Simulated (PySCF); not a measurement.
Molecule: C₄H₇ClGe, SMILES Cl[C@H]1C=C[CH2][GeH2]1, singlet.

```xyz
13

Cl     3.3862     0.2860     1.7751
C      2.2393     0.3853     0.3746
C      1.4649    -0.8878     0.2430
C      0.1411    -0.8897     0.4635
C     -0.5837     0.3711     0.8415
Ge     0.8192     1.7394     0.6632
H      2.8715     0.5850    -0.5014
H      2.0023    -1.8089    -0.0061
H     -0.4250    -1.8247     0.3788
H     -1.4431     0.5658     0.1803
H     -0.9843     0.3061     1.8671
H      0.6174     2.6090    -0.5928
H      1.0553     2.6208     1.8959
```

Simulated rotational absorption lines between 26 and 40 GHz at 2 K: rigid rotor with the equilibrium constants and dipole of one optimised conformer (PBE0-D3(BJ)/def2-SVP, PySCF 2.14.0), commonest isotopes; no centrifugal distortion, hyperfine structure, internal rotation or nuclear-spin weights; lines within 1 MHz of each other are summed.

What are the rotational constants, and what kind of rotor is it?

Rotational constants A, B, C = 2.802, 1.577, 1.127 GHz; Ray's κ = −0.46, an asymmetric top on the prolate side.

Which dipole components drive the lines?

|μa|, |μb|, |μc| = 1.89, 0.78, 0.52 D; a-type lines carry 58 % of the intensity in this range.

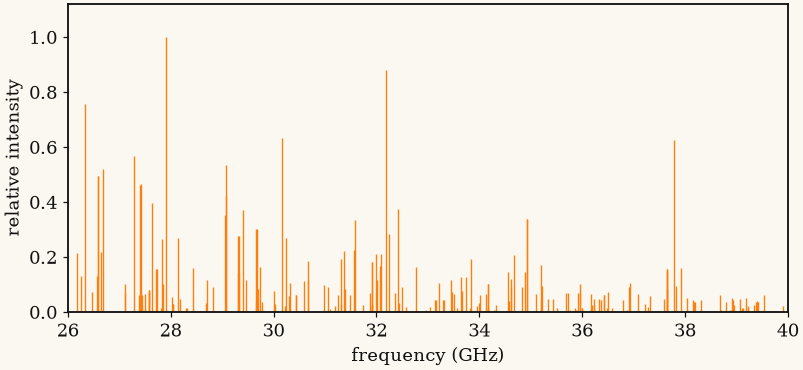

Caveats: coarse grid, loose stop and no frequency check, small forces are noise and the end may be a saddle.
